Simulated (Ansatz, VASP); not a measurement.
**LiPH96C48O36F6: VASP beside Ansatz**

Aim: how closely do two programs agree when they are given the same cell, functional and k mesh? The structure shown is frame 140 of Ansatz's trajectory.

Method: plane waves, with VASP 6.6.1 beside it; single point at PBEsol, in Ansatz 0.2.0.

## (1) Set-up

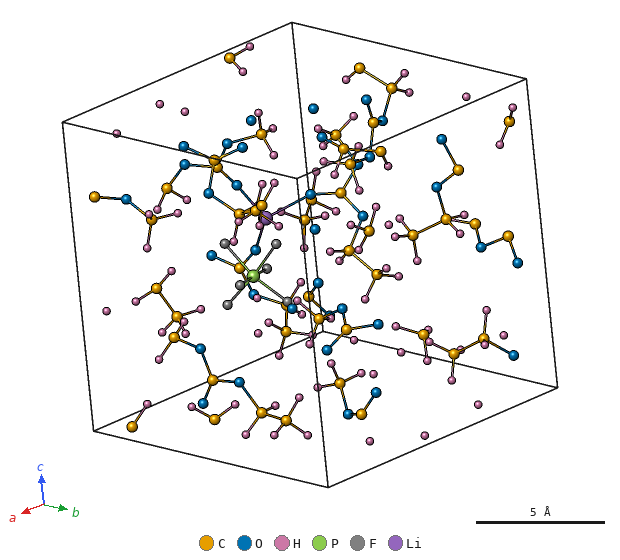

The cell as given, slightly off an axis (carbon orange, oxygen blue, hydrogen pink, phosphorus green, fluorine grey, lithium purple). Bonds to atoms that aren't drawn are left out. Some periodic images of atoms are drawn too.

The cell holds 188 atoms: 48 C, 36 O, 96 H, 1 P, 6 F and 1 Li. Cell: a = 12.947 Å, b = 12.947 Å, c = 12.947 Å, α = 90.0°, β = 90.0°, γ = 90.0°.

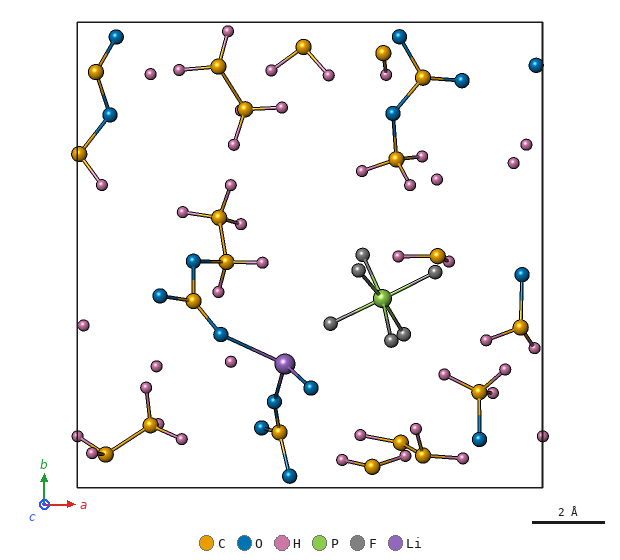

A slice 6 Å thick through the middle of the cell. Bonds to atoms that aren't drawn are left out.

## (2) Ansatz: dynamics, PBEsol

Ansatz runs on its default PAW (the set named soft_2) files.

This run makes the geometry at which the two programs are then compared.

input.yaml reads:

```yaml
crystal:
  lattice:
    - [12.94736, 0.0, 0.0]
    - [0.0, 12.94736, 0.0]
    - [0.0, 0.0, 12.94736]
  atoms:
    - { symbol: C, position: [0.27498, 0.55725, 0.37908] }
    - { symbol: C, position: [0.30605, 0.47439, 0.45747] }
    - { symbol: O, position: [0.23012, 0.47479, 0.53838] }
    - { symbol: C, position: [0.25361, 0.39852, 0.60454] }
    - { symbol: O, position: [0.3321, 0.34165, 0.59884] }
    - { symbol: O, position: [0.16784, 0.39047, 0.6653] }
    - { symbol: C, position: [0.15964, 0.30243, 0.72883] }
    - { symbol: H, position: [0.33626, 0.54634, 0.32303] }
    - { symbol: H, position: [0.27304, 0.63144, 0.41605] }
    - { symbol: H, position: [0.20249, 0.53963, 0.34163] }
    - { symbol: H, position: [0.38311, 0.49922, 0.48593] }
    - { symbol: H, position: [0.31089, 0.3963, 0.42558] }
    - { symbol: H, position: [0.2224, 0.30765, 0.78427] }
    - { symbol: H, position: [0.08538, 0.31958, 0.77024] }
    - { symbol: H, position: [0.15529, 0.23075, 0.6838] }
    - { symbol: C, position: [0.77102, 0.58385, 0.77198] }
    - { symbol: C, position: [0.75888, 0.47593, 0.73166] }
    - { symbol: O, position: [0.8105, 0.40787, 0.79775] }
    - { symbol: C, position: [0.74919, 0.38337, 0.87812] }
    - { symbol: O, position: [0.66156, 0.41414, 0.89244] }
    - { symbol: O, position: [0.80226, 0.31814, 0.94076] }
    - { symbol: C, position: [0.74883, 0.28931, 0.03241] }
    - { symbol: H, position: [0.74827, 0.64511, 0.71775] }
    - { symbol: H, position: [0.85353, 0.59359, 0.79404] }
    - { symbol: H, position: [0.72569, 0.59416, 0.84107] }
    - { symbol: H, position: [0.79975, 0.47794, 0.65929] }
    - { symbol: H, position: [0.67635, 0.44762, 0.71281] }
    - { symbol: H, position: [0.71813, 0.35863, 0.07283] }
    - { symbol: H, position: [0.6847, 0.23411, 0.01964] }
    - { symbol: H, position: [0.80367, 0.26328, 0.09194] }
[... 152 atom lines left out ...]
    - { symbol: F, position: [0.54371, 0.34597, 0.44089] }
    - { symbol: F, position: [0.59333, 0.47653, 0.53514] }
    - { symbol: F, position: [0.68072, 0.32416, 0.53833] }
    - { symbol: F, position: [0.75556, 0.47522, 0.48569] }
    - { symbol: F, position: [0.70116, 0.34054, 0.36275] }
    - { symbol: Li, position: [0.45956, 0.26406, 0.55224] }
kpoints:
  mp_grid: { grid: [1, 1, 1] }
hamiltonian:
  xc: pbesol
scf:
  occupations: { method: gaussian, width: 0.05 }
output:
  forces: true
md:
  timestep: 0.5
  n_steps: 140
  ensemble: nvt_nose_hoover
  temperature: 330
  initial_velocities: maxwell_boltzmann
  seed: 4317
```

Run with:

```sh
$ ansatz run input.yaml --threads 4 --pin off --max-ram 8192MiB --backend cpu --events-out ev --progress --plain --runs-dir out
```

Numbers of over 12 decimals in the logs are rounded to 6 here.

The program printed:

```text
Warning: md: disabling space-group detection — thermal motion breaks the input geometry's symmetry, so no spatial operation reduces the k-mesh or symmetrises the density; time reversal is kept, so that k and −k are solved as one point where they differ and the mesh holds both, and exact exchange and, on two spinor components, a DFT+U term hold to it where the run has them: on two components no moment then forms, and  [...]
Engine: ansatz 0.2.0, aarch64-unknown-linux-gnu
Pseudopotentials: kind: paw
Pseudopotential: C, paw, valence charge 4, recommended cutoff 420 eV (normal), C.paw.azcp
Pseudopotential: O, paw, valence charge 6, recommended cutoff 420 eV (normal), O.paw.azcp
Pseudopotential: H, paw, valence charge 1, recommended cutoff 420 eV (normal), H.paw.azcp
Pseudopotential: P, paw, valence charge 5, recommended cutoff 420 eV (normal), P.paw.azcp
Pseudopotential: F, paw, valence charge 7, recommended cutoff 420 eV (normal), F.paw.azcp
Pseudopotential: Li, paw, valence charge 3, recommended cutoff 420 eV (normal), Li.paw.azcp
Functional definition: PBEsol
  exchange = pbesol_x
  correlation = pbesol_c
Crystal: 188 atoms, lattice volume = 2170.419 Å³
Basis set: ecut = 420 eV, 42499 PW (Γ), exchange–correlation on 180×180×180 points (8 copies of the dense FFT grid, shifted against one another)
Bands: 465, of which v1, the nominal top of the filled ones, is band 277 counted from 1 (276 counted from 0)
Symmetry: 1 space group operations
k-points: 1
Non-local potential: C, projectors of the file, l = 0: 2, l = 1: 2, l = 2: 1
Non-local potential: O, projectors of the file, l = 0: 2, l = 1: 2, l = 2: 1
Non-local potential: H, projectors of the file, l = 0: 2, l = 1: 1
Non-local potential: P, projectors of the file, l = 0: 2, l = 1: 2, l = 2: 2
Non-local potential: F, projectors of the file, l = 0: 2, l = 1: 2, l = 2: 1
Non-local potential: Li, projectors of the file, l = 0: 3, l = 1: 2, l = 2: 1
PAW form: soft (Blöchl's): semilocal exchange-correlation on the pseudo side does not see the compensation charge
PAW frozen core: C, regenerated for the run's functional, and the local potential with it (the file was generated under x = pbe(κ = 0.804, μ = 0.219515), c = pbe(β = 0.066725))
PAW frozen core: O, regenerated for the run's functional, and the local potential with it (the file was generated under x = pbe(κ = 0.804, μ = 0.219515), c = pbe(β = 0.066725))
PAW frozen core: P, regenerated for the run's functional, and the local potential with it (the file was generated under x = pbe(κ = 0.804, μ = 0.219515), c = pbe(β = 0.066725))
PAW frozen core: F, regenerated for the run's functional, and the local potential with it (the file was generated under x = pbe(κ = 0.804, μ = 0.219515), c = pbe(β = 0.066725))
PAW one-centre angular grid: C, 110 points (default); XC on 64 Gauss nodes
PAW one-centre angular grid: O, 110 points (default); XC on 64 Gauss nodes
PAW one-centre angular grid: H, 110 points (default); XC on 64 Gauss nodes
PAW one-centre angular grid: P, 110 points (default); XC on 64 Gauss nodes
PAW one-centre angular grid: F, 110 points (default); XC on 64 Gauss nodes
PAW one-centre angular grid: Li, 110 points (default); XC on 64 Gauss nodes
Initial density: superposition of atomic densities (neutral atoms: chi_scale 0, normalization atom), corrected by the library's trained network
Initial wavefunctions: pseudopotential atomic-orbital guess
Functional: x = pbesol(κ = 0.804, μ = 0.123457), c = pbesol(β = 0.046)
SCF iter   1: F=—  HF=-39274.864995 eV  |F-HF|=—  |Δ(HF+E_count)|=         —  Δρ=7.66e-3  dr2=9.90e-1  ethr=1.77e-3  ⟨swp⟩=6.0  Hψ=2164  notcnv=0  defer=147
preconditioner: auto → Resta (q_TF=auto, 2.173 Å⁻¹)  ε∞=2.3  [insulator: Δε(μ)=4.969 eV  Ē_g=15.880 eV  σ=0.050 eV  W_gap=1.00  n_scr=388 (ndim 8)  ℏωp=18.2 eV  f_vac=0.308  D(μ)=0.00/eV (n_scr^D=0)  ε∞_Penn≈2.3]
SCF iter   2: F=—  HF=-39274.665288 eV  |F-HF|=—  |Δ(HF+E_count)|=   2.00e-1  Δρ=2.72e-3  dr2=1.56e-1  ethr=1.79e-4  ⟨swp⟩=3.0  Hψ=802  notcnv=0  defer=183
SCF iter   3: F=—  HF=-39274.664487 eV  |F-HF|=—  |Δ(HF+E_count)|=   8.01e-4  Δρ=1.31e-3  dr2=4.16e-2  ethr=2.82e-5  ⟨swp⟩=3.0  Hψ=565  notcnv=0  defer=183
SCF iter   4: F=—  HF=-39274.671565 eV  |F-HF|=—  |Δ(HF+E_count)|=   7.08e-3  Δρ=4.79e-4  dr2=5.77e-3  ethr=7.51e-6  ⟨swp⟩=2.0  Hψ=529  notcnv=0  defer=183
SCF iter   5: F=—  HF=-39274.672293 eV  |F-HF|=—  |Δ(HF+E_count)|=   7.28e-4  Δρ=2.96e-4  dr2=1.84e-3  ethr=1.04e-6  ⟨swp⟩=3.0  Hψ=584  notcnv=0  defer=183
[...]
atom  27  H     -0.07645389    -0.21835159     0.00407996
  atom  28  H     -0.40540361     0.89742992    -0.04297608
  atom  29  H     -0.54467222    -0.55451505     0.26477298
  atom  30  H      0.55937752    -0.32534400    -0.24204266
  atom  31  C     -0.85405630     1.98080750     1.13301341
  atom  32  C      0.58876166     0.59492804    -1.36415867
  atom  33  O      1.55811281    -2.01469143    -0.30881887
  atom  34  C     -2.74384606     0.96299795    -0.77183607
  atom  35  O      0.85654867    -0.14833401     0.51946258
  atom  36  O      1.28135713    -0.05652366     1.21448495
  atom  37  C      1.56881767    -0.13527551    -0.50465972
  atom  38  H      0.59185876    -0.02753236     0.08396934
  atom  39  H     -0.16193897    -0.63159175    -0.70178563
  atom  40  H     -0.49561484    -0.92112161    -0.03282938
  atom  41  H      0.19304157    -0.56232201     0.52141278
  atom  42  H     -0.22441500     0.47591850     0.14705378
  atom  43  H     -0.34337492     0.07469312     0.02427978
  atom  44  H     -0.22339991     0.29810477    -0.18223429
  atom  45  H     -1.59150474    -0.09249583    -0.02138668
  atom  46  C     -1.42588379     0.10719657    -0.19943174
  atom  47  C     -0.58653438    -1.36682235     0.14007015
  atom  48  O     -0.00695527    -0.25615595     0.35155984
  atom  49  C      1.21858490    -1.77406148     2.58733138
  atom  50  O     -0.82769260     1.83175320    -1.13564012
[...]
atom 181  P     -0.75780714    -0.09260402     1.21700997
  atom 182  F      1.35265425    -1.16189293     0.56547472
  atom 183  F     -0.52376512    -0.43110574     0.15309972
  atom 184  F      0.05003619     1.04479786    -0.75515588
  atom 185  F      0.96043997     0.15201128    -1.79797342
  atom 186  F     -1.47956178    -0.94473182    -0.56381288
  atom 187  F      0.03274151     1.26186665     1.00028176
  atom 188  Li    -0.24160909     0.15593897    -0.44594650
  max |Σ_I F_I| component: 6.58e-5 eV/Å
--- MD trajectory: 140 steps, t = 0.0 → 70.0 fs ---
  final state: T = 325.3 K   F+E_penalty+E_count = -39274.70615177 eV   E_kin = 7.863124 eV
  conserved energy: peak-to-peak 1.274e-2 eV (6.779e-5 eV/atom) over 70.0 fs
```

The column dr2 measures how far the density is from self-consistency, as an energy; F and HF (Harris–Foulkes) agree once it is small.

## (3) VASP: single point, PBEsol

The same cell, functional, mesh and smearing now go to VASP, with its own data sets and cutoff.

Lines of VASP's logs that name or quote its potential files are left out, and so is its time.

INCAR reads:

```
SYSTEM = LiPH96C48O36F6
PREC = Accurate
ENCUT = 650
EDIFF = 1E-05
NELM = 100
ISMEAR = 0
SIGMA = 0.05
LREAL = Auto
ALGO = Fast
GGA = PS
NBANDS = 408
LORBIT = 11
LWAVE = .FALSE.
LCHARG = .FALSE.
ISIF = 2
```

POSCAR reads:

```
LiPH96C48O36F6
1.0
   12.9473600000      0.0000000000      0.0000000000
    0.0000000000     12.9473600000      0.0000000000
    0.0000000000      0.0000000000     12.9473600000
C O H P F Li
48 36 96 1 6 1
Direct
    0.3049347512      0.5801028163      0.3885965942
    0.3205595581      0.4849714536      0.4531502947
    0.2498424389      0.4010161145      0.6018601476
    0.1771867006      0.3277115953      0.7522382941
    0.8106980883      0.6069731590      0.7629817971
    0.7747139185      0.4974295918      0.7207492493
    0.7594598436      0.3954396881      0.8710115421
    0.7526939855      0.2752607481      0.0081329321
    0.6578252246      0.9338428838      0.7077118424
    0.6340674856      0.0446963705      0.6757902769
    0.5605853240      0.1962562252      0.7481139012
    0.4927799953      0.3341916808      0.8581517777
    0.3608534867      0.8131464638      0.5762719195
    0.3032741810      0.9050107512      0.6257646346
    0.3007640168      0.9775815301      0.7977070229
    0.2950253951      0.0217727784      0.9837758431
    0.1575456309      0.1339732579      0.4359267063
    0.0610471942      0.0710724039      0.4579157450
    0.0399463674      0.8931782232      0.4839982823
    0.0040857750      0.7169106289      0.4800515317
    0.6953850051      0.0964289245      0.2897579120
    0.7431167435      0.0690256547      0.3915392790
    0.7430935727      0.8810676462      0.4065307522
    0.6858463810      0.7056341988      0.3906587907
    0.6185662560      0.9792390109      0.9606823322
    0.7060589958      0.9092818922      0.9844060874
    0.6188288578      0.7792090434      0.0738451700
    0.5388820578      0.6148203186      0.1183175566
    0.1594533557      0.4428702067      0.9841929165
    0.1291151246      0.5429987272      0.9277026359
[... 152 atom lines left out ...]
    0.5443580776      0.3523807170      0.4430478491
    0.6045711249      0.4667901410      0.5634121551
    0.6750874310      0.3160567096      0.5594731281
    0.7693691996      0.4631523338      0.4824303951
    0.7020272859      0.3295343607      0.3727169091
    0.4463226480      0.2655444817      0.5587084935
```

KPOINTS reads:

```
Automatic mesh
0
Gamma
1 1 1
0 0 0
```

Potentials, in the order of the species: C, O, H, P, F and Li_sv (PBE family, release 64).

Run with:

```sh
$ export OMP_NUM_THREADS=5
$ mpirun -np 1 vasp_gam
```

The program printed:

```text
[banner, memory and clock lines left out]
running    1 mpi-ranks, on    1 nodes
[...]
Offloading initialized ...    1 GPUs detected
[...]
|                                                                             |
|               ----> ADVICE to this user running VASP <----                  |
|                                                                             |
|     You enforced a specific xc type in the INCAR file but a different       |
|     [... a line on the potential file left out ...]
|     I HOPE YOU KNOW WHAT YOU ARE DOING!                                     |
|                                                                             |

 LDA part: xc-table for (Slater+PW92), standard interpolation
 POSCAR, INCAR and KPOINTS ok, starting setup
[...]
entering main loop
       N       E                     dE             d eps       ncg     rms          rms(c)
DAV:   1     0.493915615830E+04    0.49392E+04   -0.32856E+05   824   0.150E+03
DAV:   2    -0.589068769551E+03   -0.55282E+04   -0.52604E+04  1016   0.328E+02
DAV:   3    -0.116135386340E+04   -0.57229E+03   -0.56736E+03  1016   0.109E+02
DAV:   4    -0.117673662104E+04   -0.15383E+02   -0.15311E+02  1072   0.183E+01
[...]
RMM:  17    -0.108837987402E+04   -0.33932E-04   -0.33573E-04  1425   0.217E-02    0.641E-03
RMM:  18    -0.108837989094E+04   -0.16924E-04   -0.16114E-04  1329   0.154E-02    0.347E-03
RMM:  19    -0.108837989696E+04   -0.60203E-05   -0.55395E-05  1087   0.117E-02
   1 F= -.10883799E+04 E0= -.10883799E+04  d E =-.507460E-18
```

Parts of OUTCAR (step 3):

```text
  FREE ENERGIE OF THE ION-ELECTRON SYSTEM (eV)
  ---------------------------------------------------
  free  energy   TOTEN  =     -1088.3798969630 eV

  energy  without entropy=    -1088.3798969630  energy(sigma->0) =    -1088.37989696
```

The run ends at a pressure of -0.30 GPa, with forces up to 4.2 eV/Å.

## (4) Side by side

Known differences besides the PAW data sets themselves: the cutoff is 420 eV in Ansatz and 650 eV in VASP (PREC = Accurate, projectors in real space); Ansatz makes its cores anew for this functional, VASP keeps those of its PBE data sets; VASP leaves aspherical gradient terms in its spheres out (LASPH is not set), Ansatz keeps them. Total energies have different zeros and are not compared.

Forces on 10 of the 188 atoms, picked by the larger force of the two programs (eV/Å; atoms numbered as in POSCAR):

```csv
atom,"Ansatz x, y, z","VASP x, y, z"
C11,"-2.744, 0.963, -0.772","-2.644, 0.980, -0.653"
C15,"1.219, -1.774, 2.587","1.395, -2.246, 2.711"
C31,"-0.325, -1.319, -2.296","-0.476, -1.358, -2.660"
C35,"-3.148, 0.285, 1.135","-3.562, 0.121, 1.104"
C39,"-1.537, -1.575, -2.995","-1.612, -1.957, -3.287"
C48,"3.316, 1.235, -0.448","3.317, 1.181, -0.416"
O59,"-0.828, 1.832, -1.136","-1.062, 2.462, -1.258"
O69,"-1.335, -2.570, 0.148","-1.374, -2.694, 0.091"
O74,"1.976, 0.809, -0.742","2.563, 1.066, -0.770"
O77,"1.544, 1.280, 2.462","1.670, 1.765, 2.914"
```

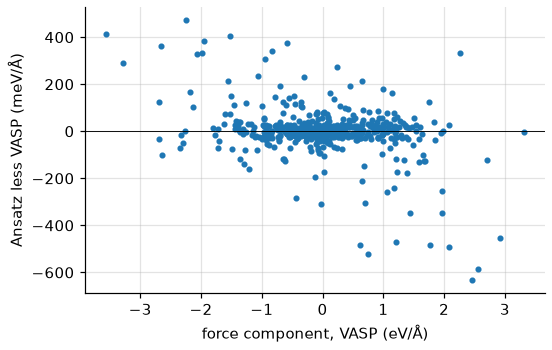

Difference of the force components against their size.

The forces differ by 104 meV/Å r.m.s., which is 11.6 % of the r.m.s. force of 0.90 eV/Å (both taken over all components).

## (5) What came out

* r.m.s. force difference (single point, PBEsol): 12 % of the r.m.s. force

The r.m.s. force difference is 12 % of the r.m.s. force (single point, PBEsol), beyond the 3 % picked in this series as the mark of a large difference. No further run was made for the single point, PBEsol pair, so its cause stays open. How closely two codes agree says nothing of how well the functional describes the real material.

[Lines on the potential files, build, host, timing and source positions are cut from VASP's logs without a mark.]

[Logs are printed without paths, hosts, clocks, repeated set-up lines and the standing remarks that a program may print on its own settings, such as how far it seeks lower states.]

[Hosts, paths, dates, database ids (printed as entryN), source tags and the programs' standing remarks are cut or masked in the printed files.]
